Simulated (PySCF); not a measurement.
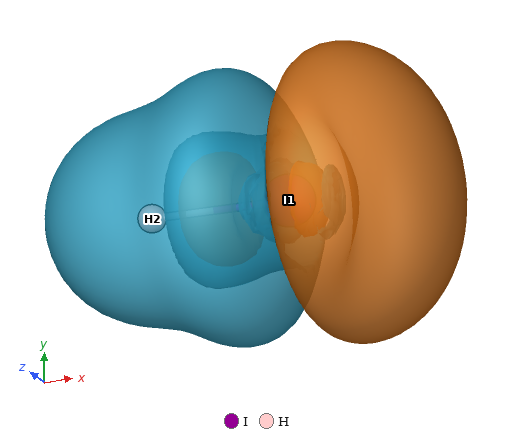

*HI, SMILES `I`. Change of the electron density in a uniform field of 0.21 V/Å, surfaces at ±0.001 e/Å³ (light blue: gain, orange: loss).*

Method: ωB97X/def2-TZVP; geometry: GFN2-xTB; program: PySCF. Core potentials replace the inner electrons of I; spin–orbit coupling isn't included. No frequency check shows the geometry to be a minimum. A basis without diffuse functions makes polarisabilities too small. GFN2-xTB bond lengths at metals and heavier atoms can be off by up to 0.1 Å and shapes distorted, which carries into these values.

Q: Along which Cartesian direction does the field point?

A: Along +x: electrons gather on the −x side, against the field.

Q: How large is the response?

A: The induced dipole is 0.32 D (along the field); α along this axis, from the fields in both directions, is 32 bohr³ (4.7 Å³).

Q: Which atoms gain and lose the most charge?

A: Electrons gather most on H2 (Hirshfeld charge changes by −0.013 e) and leave I1 most (+0.013 e); 0.030 electrons are displaced in all.
